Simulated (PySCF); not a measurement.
A series of small molecules: fluoroboranes BH(3-n)F(n).

Gas-phase molecules at GFN2-xTB geometries (not checked as minima at the level of the calculation), B3LYP/def2-SVPD with PySCF. The ionisation energy is E(cation) − E(neutral) at fixed geometry, without spin-orbit coupling; where the highest orbital is degenerate, the cation is one component. LUMO energies depend on the basis. GFN2-xTB bonds to atoms past the second row can be off by 0.02 to 0.07 Å and angles by up to several degrees, which can move orbital and ionisation energies by up to 0.5 eV and charges by 0.01 to 0.02 e, so small steps and misses may come from the geometries. Volumes are summed on a coarse grid and good to about 2 %.

```tsv
molecule	n	Hirshfeld charge of the central atom (e)	HOMO energy (eV)	vertical ionisation energy (eV)	HOMO–LUMO gap (eV)	volume inside the 0.001 a.u. surface (Å³)
BH3	0	0.172	−9.82	13.28	7.64	41
BH2F	1	0.242	−9.23	12.59	7.79	45
BHF2	2	?	?	?	?	?
BF3	3	0.403	−12.05	15.36	11.74	52
```

The results for BHF2 are withheld.

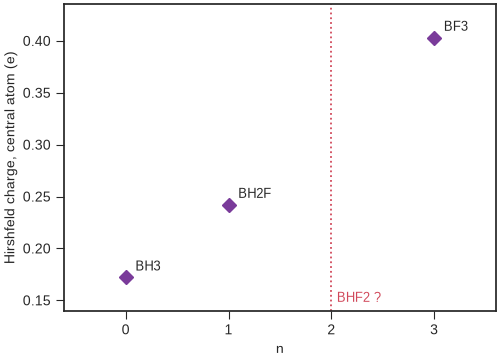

### What does the trend of the Hirshfeld charge of the central atom with n predict for BHF2?

A least-squares line through the three given members is y = 0.1690 + 0.0775 x, with R² = 1.00 and a scatter of 0.006 e; BH2F lies farthest from it (−0.005 e). At x = 2 it gives 0.324 e. For a new member the 90 % prediction interval is ±0.042 e, wide since three points leave one degree of freedom.

### How does the computed value compare?

The calculation gives 0.312 e, 0.012 e below the estimate (2.1 times the scatter, 5 % of the range of the series): inside the prediction interval. Its other results: HOMO energy −10.87 eV, vertical ionisation energy 14.28 eV, HOMO–LUMO gap 10.16 eV and volume inside the 0.001 a.u. surface 49 Å³.

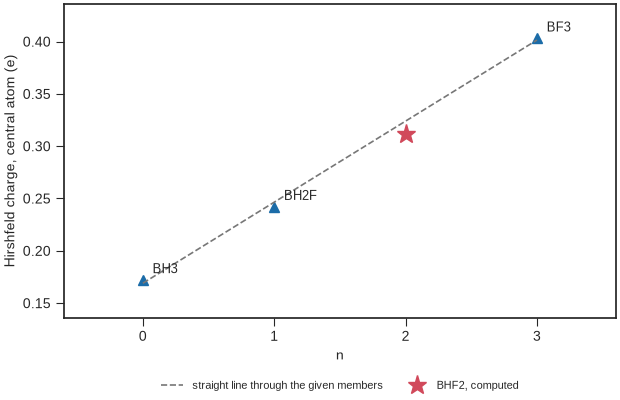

Over the series −ε(HOMO) lies 3.32 to 3.45 eV below the ionisation energy from total-energy differences, since this functional puts filled levels too high (delocalisation error). The pairing was chosen among those with R² above 0.96; series and pairings with weaker trends are left out of this set.

The single runs took from 1.1 s to 38 s, on 1 thread of shared hosts (four kinds of processor).
